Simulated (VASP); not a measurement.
## LaMoP2N with PBEsol: from relaxation to properties

Aim: relax LaMoP2N, then compute properties on the relaxed cell. The steps: rough relaxation of the start cell, relaxing cell and atoms (PBEsol), second relaxation, single point with fields (PBEsol), bands along the symmetry lines (PBEsol), density of states (PBEsol), band structure (r2SCAN), volume scan with PBEsol and fit for PBEsol. The cell is invented: it takes the structure of a Materials Project entry for LaMoN3 (space group 99 there), with some of its atoms replaced by other elements, volume scaled by an estimate. It may not be a known or stable phase. The atoms of the start are displaced at random from the sites of a P4mm cell.

Method: PBEsol, no spin polarisation; plane waves and PAW (La, Mo_sv, P, N), in the first sound run; inputs show where later runs differ, in VASP 6.6.1.

## 1. The structure

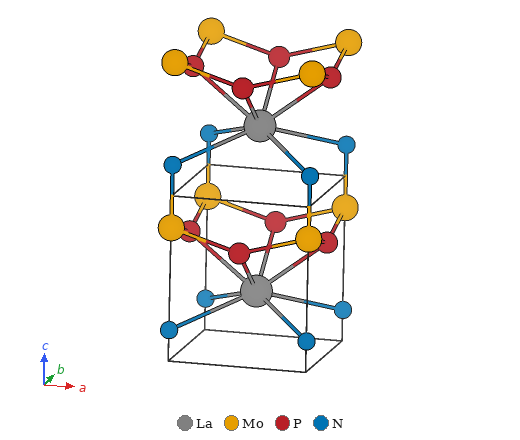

The cell as given, slightly off an axis (lanthanum grey, molybdenum orange, phosphorus red, nitrogen blue). 1×1×2 cells are drawn. Some periodic images of atoms are drawn too.

## 2. Rough relaxation of the start cell

The start is only an estimate, so a cheap relaxation brings it near a minimum before any careful run. PBEsol restores the gradient expansion of exchange and is tuned for the cells of solids.

INCAR reads:

```
SYSTEM = LaMoP2N
PREC = Normal
ENCUT = 520
EDIFF = 1E-05
NELM = 60
ISMEAR = 0
SIGMA = 0.05
LREAL = .FALSE.
ALGO = Fast
GGA = PS
NBANDS = 26
LORBIT = 11
LWAVE = .FALSE.
LCHARG = .FALSE.
KPAR = 2
IBRION = 2
NSW = 40
ISIF = 3
EDIFFG = -0.04
```

POSCAR reads:

```
LaMoP2N
1.0
    4.2543410000      0.0000000000      0.0000000000
    0.0000000000      4.2543410000      0.0000000000
    0.0000000000      0.0000000000      5.0853150000
La Mo P N
1 1 2 1
Direct
    0.5003790000      0.5005850000      0.3628100000
    0.0021860000     -0.0006490000      0.8071400000
    0.0056480000      0.5013820000      0.6906470000
    0.4992620000     -0.0001020000      0.6853250000
    0.0023850000     -0.0014750000      0.1879320000
```

KPOINTS reads:

```
Automatic mesh
0
Gamma
4 4 3
0 0 0
```

The projector-augmented-wave data sets are La, Mo_sv, P and N (PBE family, release 64).

The run is started by

```sh
$ mpirun -np 2 vasp_std
```

Log:

```text
[banner, memory and clock lines left out]
running    2 mpi-ranks, on    1 nodes
[...]
|                                                                             |
|               ----> ADVICE to this user running VASP <----                  |
|                                                                             |
|     You enforced a specific xc type in the INCAR file but a different       |
|     [... a line on the potential file left out ...]
|     I HOPE YOU KNOW WHAT YOU ARE DOING!                                     |
|                                                                             |

 LDA part: xc-table for (Slater+PW92), standard interpolation
 POSCAR, INCAR and KPOINTS ok, starting setup
[...]
entering main loop
       N       E                     dE             d eps       ncg     rms          rms(c)
DAV:   1     0.382177999754E+03    0.38218E+03   -0.18992E+04  1552   0.206E+03
DAV:   2     0.273800593587E+02   -0.35480E+03   -0.34304E+03  1536   0.387E+02
DAV:   3    -0.355601438525E+02   -0.62940E+02   -0.60595E+02  2104   0.162E+02
DAV:   4    -0.411849823744E+02   -0.56248E+01   -0.55677E+01  2340   0.465E+01
[...]
RMM:  37    -0.374357365457E+02   -0.12218E-04   -0.12640E-04  1100   0.695E-02    0.310E-02
RMM:  38    -0.374357477964E+02   -0.11251E-04   -0.11582E-04  1077   0.675E-02    0.321E-02
RMM:  39    -0.374357572046E+02   -0.94083E-05   -0.96939E-05  1054   0.640E-02
   1 F= -.37435757E+02 E0= -.37432507E+02  d E =-.374358E+02
[...]
WARNING in EDDRMM: call to ZHEGV failed, returncode =   8  4     18
[... from here on, the cycles between the ionic steps are left out ...]
   2 F= -.36604279E+02 E0= -.36602151E+02  d E =0.831478E+00
   4 F= -.39263048E+02 E0= -.39262943E+02  d E =0.476541E-01
[...]
WARNING in EDDRMM: call to ZHEGV failed, returncode =   8  4     19
   7 F= -.39617750E+02 E0= -.39617230E+02  d E =-.258117E+00
  10 F= -.39934986E+02 E0= -.39933284E+02  d E =-.317237E+00
  13 F= -.40161578E+02 E0= -.40159984E+02  d E =-.533936E-01
  16 F= -.40233618E+02 E0= -.40232412E+02  d E =-.394435E-01
  19 F= -.40302207E+02 E0= -.40301776E+02  d E =-.546101E-01
  22 F= -.40321065E+02 E0= -.40320543E+02  d E =-.124178E-01
  25 F= -.40362655E+02 E0= -.40361038E+02  d E =-.410506E-01
  28 F= -.40382320E+02 E0= -.40379997E+02  d E =-.125965E-01
[...]
WARNING in EDDRMM: call to ZHEGV failed, returncode =   8  4     15
  31 F= -.40436804E+02 E0= -.40436659E+02  d E =-.670811E-01
  34 F= -.40543011E+02 E0= -.40541979E+02  d E =-.106206E+00
  37 F= -.40700284E+02 E0= -.40699099E+02  d E =-.157273E+00
  39 F= -.40807836E+02 E0= -.40807455E+02  d E =-.729629E-01
  40 F= -.40812989E+02 E0= -.40812715E+02  d E =-.781161E-01
[...]
```

Wall time 5 min (2 MPI ranks of Intel Xeon 6975P-C (Granite Rapids), shared host); peak memory 0.43 GiB.

The logs omit lines about the potential files and the build; timing stands in the text.

OUTCAR, selected parts (step 2):

```text
 k-point     1 :       0.0000    0.0000    0.0000
  band No.  band energies     occupation
    ...
     17       7.0066      2.00000
     18       7.1819      2.00000
     19       7.3154      2.00000
     20       7.5301      2.00000
     21       8.2561      2.00000
     22       8.9081      0.00000
     23      10.2343      0.00000
     24      10.8696      0.00000
     25      11.2673      0.00000
     26      11.5999      0.00000

  Total       -1.2851734      0.6707995     -2.0804933      0.1795490     -0.0024285     -0.0033005
  in kB      -23.4553326     12.2425699    -37.9704896      3.2768970     -0.0443217     -0.0602372
  external PRESSURE =     -16.3944174 kB  Pullay stress =       0.0000000 kB

 POSITION                                       TOTAL-FORCE (eV/Angst)
 -----------------------------------------------------------------------------------
      2.96541      2.21359      1.01001         0.030540      0.052344     -0.171215
      4.54740      0.00253      3.23260        -0.565878     -0.188450     -0.214341
      0.59008      2.21587      2.78845         0.037781      0.130934      0.607561
      2.06243      0.00881      2.89283         0.112082     -0.030454      0.270992
      4.30961      4.43101      0.99249         0.385475      0.035626     -0.492996
 -----------------------------------------------------------------------------------
    total drift:                               -0.034154     -0.002602      0.007275

  FREE ENERGIE OF THE ION-ELECTRON SYSTEM (eV)
  ---------------------------------------------------
  free  energy   TOTEN  =       -40.8129889349 eV

  energy  without entropy=      -40.8124400661  energy(sigma->0) =      -40.81271450

[... 19 further parts left out ...]
[key lines of the parts left out:]
E-fermi :   8.6409
```

CONTCAR:

```
LaMoP2N
   1.00000000000000
     4.8934041847420140   -0.0057426795094425   -0.0386375184304107
    -0.0074764679196073    4.4442284972129826   -0.0024520583527182
    -0.0872746574412206    0.0006530237803664    4.0373667491827652
  La              Mo              P               N
     1     1     2     1
Direct
     0.6113342866700512    0.4988333846524209    0.2563180224481998
     0.9437344769518964    0.0016698616421901    0.8097031223720509
     0.1336949379802291    0.4986661123026604    0.6922421739167638
     0.4343275894801983    0.0024386294125958    0.7206726149693350
     0.8867687089176285    0.9981330119901329    0.2549180662936514
```

The relaxation used up its NSW steps before forces and stress met EDIFFG.

The next step goes on from the cell that it reached.

## 3. Relaxing cell and atoms (PBEsol)

Properties are meant for the cell that this level of theory prefers, so cell and atoms are relaxed first (ISIF = 3) until forces and stress are small; EDIFFG sets the threshold.

INCAR reads:

```
SYSTEM = LaMoP2N
PREC = Accurate
ENCUT = 520
EDIFF = 1E-06
NELM = 100
ISMEAR = 0
SIGMA = 0.05
LREAL = .FALSE.
ALGO = Normal
GGA = PS
NBANDS = 26
LORBIT = 11
LWAVE = .FALSE.
LCHARG = .FALSE.
KPAR = 2
IBRION = 2
NSW = 60
ISIF = 3
EDIFFG = -0.01
```

POSCAR reads:

```
LaMoP2N
1.0
    4.8934041847     -0.0057426795     -0.0386375184
   -0.0074764679      4.4442284972     -0.0024520584
   -0.0872746574      0.0006530238      4.0373667492
La Mo P N
1 1 2 1
Direct
    0.6113342867      0.4988333847      0.2563180224
    0.9437344770      0.0016698616      0.8097031224
    0.1336949380      0.4986661123      0.6922421739
    0.4343275895      0.0024386294      0.7206726150
    0.8867687089      0.9981330120      0.2549180663
```

KPOINTS reads:

```
Automatic mesh
0
Gamma
4 5 5
0 0 0
```

The run is started by

```sh
$ mpirun -np 2 vasp_std
```

Log:

```text
[banner, memory and clock lines left out]
running    2 mpi-ranks, on    1 nodes
[...]
[... a notice as in an earlier step ...]

 LDA part: xc-table for (Slater+PW92), standard interpolation
 POSCAR, INCAR and KPOINTS ok, starting setup
[...]
entering main loop
       N       E                     dE             d eps       ncg     rms          rms(c)
DAV:   1     0.391214100450E+03    0.39121E+03   -0.18600E+04  2892   0.208E+03
DAV:   2     0.231629345191E+02   -0.36805E+03   -0.35550E+03  3068   0.394E+02
DAV:   3    -0.394454393887E+02   -0.62608E+02   -0.59944E+02  4258   0.164E+02
DAV:   4    -0.450232004953E+02   -0.55778E+01   -0.54072E+01  4560   0.488E+01
[...]
DAV:  15    -0.407798483030E+02   -0.97268E-05   -0.37132E-05  3600   0.317E-02    0.586E-03
DAV:  16    -0.407798508072E+02   -0.25042E-05   -0.14816E-05  4984   0.175E-02    0.409E-03
DAV:  17    -0.407798511933E+02   -0.38608E-06   -0.18139E-06  2808   0.704E-03
   1 F= -.40779851E+02 E0= -.40779357E+02  d E =-.407799E+02
[... from here on, the cycles between the ionic steps are left out ...]
   2 F= -.40806475E+02 E0= -.40806314E+02  d E =-.266236E-01
   6 F= -.40875029E+02 E0= -.40874961E+02  d E =-.112137E-01
  11 F= -.40884237E+02 E0= -.40883991E+02  d E =-.417134E-02
  16 F= -.40888940E+02 E0= -.40888391E+02  d E =-.788561E-03
  21 F= -.40890750E+02 E0= -.40890186E+02  d E =-.921038E-03
  26 F= -.40697323E+02 E0= -.40696813E+02  d E =0.192506E+00
  31 F= -.40928226E+02 E0= -.40928223E+02  d E =-.107013E-03
  36 F= -.40932792E+02 E0= -.40932789E+02  d E =-.409651E-02
  41 F= -.40974230E+02 E0= -.40974061E+02  d E =-.455341E-01
  46 F= -.41052652E+02 E0= -.41052233E+02  d E =-.685430E-01
  51 F= -.41142037E+02 E0= -.41141707E+02  d E =-.102865E-01
  56 F= -.41159639E+02 E0= -.41159288E+02  d E =-.218960E-02
  59 F= -.41161550E+02 E0= -.41161180E+02  d E =-.542648E-03
  60 F= -.41162506E+02 E0= -.41162098E+02  d E =-.149837E-02
[...]
opt :   1.2892  next Energy=   -41.162615 (dE=-0.161E-02)
```

Run time: 14 min. Hardware: 2 MPI ranks; peak memory 0.59 GiB.

OUTCAR, selected parts (step 3):

```text
 k-point     1 :       0.0000    0.0000    0.0000
  band No.  band energies     occupation
    ...
     16       6.1577      2.00000
     17       6.8738      2.00000
     18       7.6733      2.00000
     19       7.8228      2.00000
     20       8.8452      2.00000
     21       9.2999      0.08326
     22       9.7844      0.00000
     23      10.2411      0.00000
     24      10.3619      0.00000
     25      11.3037      0.00000
    ...

  Total       -0.0343408      0.0829364     -0.0538269      0.0954521     -0.0759608      0.0490970
  in kB       -0.6412115      1.5485871     -1.0050559      1.7822806     -1.4183397      0.9167395
  external PRESSURE =      -0.0325601 kB  Pullay stress =       0.0000000 kB

 POSITION                                       TOTAL-FORCE (eV/Angst)
 -----------------------------------------------------------------------------------
      3.17837      2.78467      0.99371         0.001808      0.018301     -0.003489
      5.03854      4.93303      3.01878        -0.016321     -0.005219      0.080023
      0.63670      2.10559      2.91325        -0.023114      0.071159     -0.015567
      2.10069      0.51613      2.83729         0.012478     -0.050418     -0.030785
      4.81645      5.01843      0.98173         0.025149     -0.033824     -0.030183
 -----------------------------------------------------------------------------------
    total drift:                                0.001027      0.000896     -0.000615

  FREE ENERGIE OF THE ION-ELECTRON SYSTEM (eV)
  ---------------------------------------------------
  free  energy   TOTEN  =       -41.1625056852 eV

  energy  without entropy=      -41.1616907462  energy(sigma->0) =      -41.16209822

[... 1 part as in an earlier step ...]

[... 18 further parts left out ...]
[key lines of the parts left out:]
E-fermi :   9.2386
```

CONTCAR:

```
LaMoP2N
   1.00000000000000
     4.8148504842810782    0.4995944201709281    0.0231541727537174
     0.4610181695599732    4.6199177608751487    0.0064853225499921
    -0.0381165069902029   -0.0016126787541304    3.8976510866785685
  La              Mo              P               N
     1     1     2     1
Direct
     0.6107034184001533    0.5367998903648000    0.2504286813384423
     0.9602100925754993    0.9642062881817862    0.7672051883549897
     0.0954679843261881    0.4457007369344916    0.7461280048691622
     0.4358259114626635    0.0648408879550657    0.7252512436884123
     0.9076525933354939    0.9881931965638494    0.2448408817489939
```

The relaxation used up its NSW steps before forces and stress met EDIFFG.

(Part 1 of 6 ends here.)

[Lines on the potential files, build, host, timing and source positions are cut from VASP's logs without a mark.]

[Logs are printed without paths, hosts, clocks, repeated set-up lines and the standing remarks that a program may print on its own settings, such as how far it seeks lower states.]

[Hosts, paths, dates, database ids (printed as entryN), source tags and the programs' standing remarks are cut or masked in the printed files.]

[A measured line is paired with the nearest computed mode of its activity, which favours agreement.]

[In band tables of VASP the shares of atoms and orbitals are scaled to a sum of 1 inside the atoms' spheres.]
